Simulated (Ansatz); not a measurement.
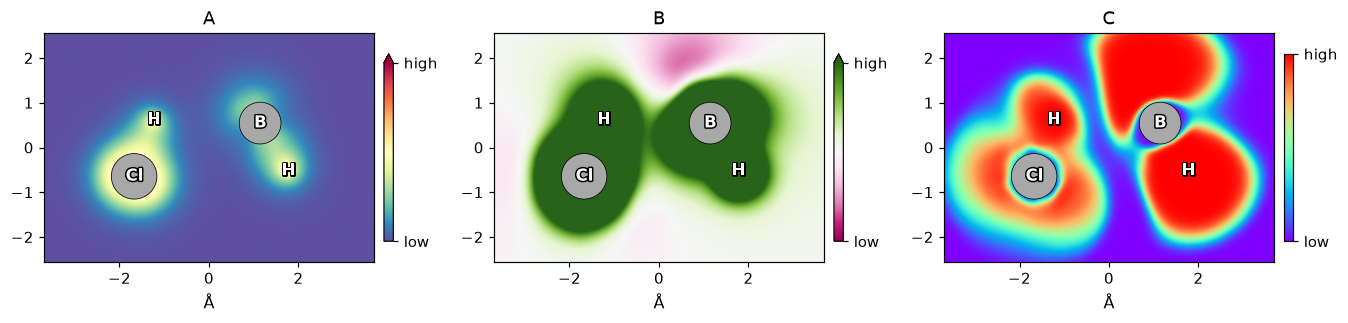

BH···HCl: 3 fields on the molecular plane, with unlabelled colour scales. Grey discs cover the atomic cores.

Not at a stationary point (largest force 1.0 eV/Å).

Level of theory: Ansatz 0.2.0, RKS PBE0-D4/def2-SVP.

Q: The panels show electron density, electron localisation function and electrostatic potential in some order. Assign them.

A: Panel A: electron density. Panel B: electrostatic potential (strongly positive close to the atoms, with negative regions outside electron-rich atoms). Panel C: electron localisation function. From the grid: B1···H3 (2.38 Å): the density falls to about 0.12 e/Å³ on the way; the ELF dips to about 0.15 between them. B–H (1.24 Å): the density is about 1.2 e/Å³ at the midpoint; the ELF peaks at about 1 between the atoms; a covalent bond by its length.
